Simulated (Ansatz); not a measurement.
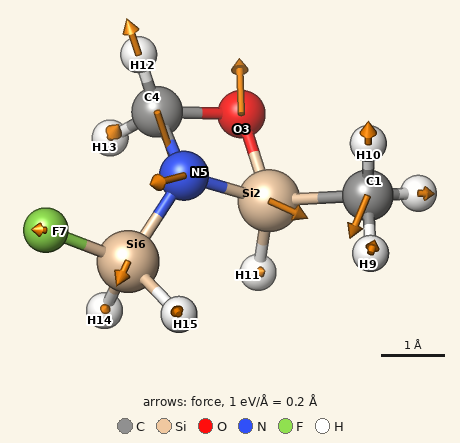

Starting geometry of C2H8FNOSi2 with the computed forces as orange arrows. Style: ball-and-stick. Shown at a tilt.

The run prepares an end point of a later path (hydrogen shift) calculation, from a guessed geometry.

Level of theory: RKS B3LYP-D4/STO-3G (Ansatz).

Input file:
```yaml
crystal:
  periodic: [false, false, false]
  atoms:
    - { symbol: C, position_ang: [0.1182, -2.3723, 0.1467] }
    - { symbol: Si, position_ang: [-0.3474, -0.6856, -0.5381] }
    - { symbol: O, position_ang: [0.5371, -0.1682, -1.8338] }
    - { symbol: C, position_ang: [0.945, 1.115, -1.1696] }
    - { symbol: "N", position_ang: [0.4804, 0.5874, 0.1344] }
    - { symbol: Si, position_ang: [-0.4878, 1.4428, 1.2418] }
    - { symbol: F, position_ang: [0.3853, 2.6796, 1.7802] }
    - { symbol: H, position_ang: [-0.2233, -3.1106, -0.541] }
    - { symbol: H, position_ang: [-0.4034, -2.4815, 1.1474] }
    - { symbol: H, position_ang: [1.1505, -2.4492, 0.3003] }
    - { symbol: H, position_ang: [-1.7869, -0.411, -0.769] }
    - { symbol: H, position_ang: [1.9534, 1.3672, -1.2447] }
    - { symbol: H, position_ang: [0.2289, 1.9537, -1.6108] }
    - { symbol: H, position_ang: [-1.736, 1.9499, 0.5958] }
    - { symbol: H, position_ang: [-0.8358, 0.5321, 2.3898] }
basis:
  gaussian: { orbitals: STO-3G }
hamiltonian:
  xc: b3lyp
  dispersion: d4
relax:
  f_tol: 0.02
  max_steps: 50
output:
  orbitals: {}
```

Launched with:
```bash
ansatz run input.yaml --threads 1 --pin off --max-ram 2048MiB --backend cpu --events-out ev --progress --plain --runs-dir out
```

Is this structure relaxed? If not, where do the atoms go?

It isn't relaxed: the largest force vector, on C4, is 6.37 eV/Å. The final displacements have little in common with the starting forces (cosine between the two patterns 0.07). Over 19 accepted moves (20 points after the start) the energy falls by 1.718 eV. Largest force component: 6.2 eV/Å at the start, 0.0088 eV/Å at the end. The line search rejected the trial step at point 10 of the run. The largest move after the best rigid fit is that of H14, 1.65 Å. By element the largest moves are H 1.65 Å, F 1.41 Å, N 0.80 Å, C 0.39 Å, Si 0.31 Å, O 0.22 Å. Some distances before and after: Si2–Si6 2.778 → 3.286 Å, Si2–O3 1.652 → 1.749 Å, Si2–N5 1.661 → 1.744 Å, C4–H12 1.042 → 1.123 Å. Bond angles that change, for instance: Si2–N5–Si6 111.4° → 142.3°, C1–Si2–H11 117.6° → 107.7°, O3–C4–N5 90.0° → 99.1°.

Limits of the set-up: STO-3G is a minimal basis, so the numbers are rough.
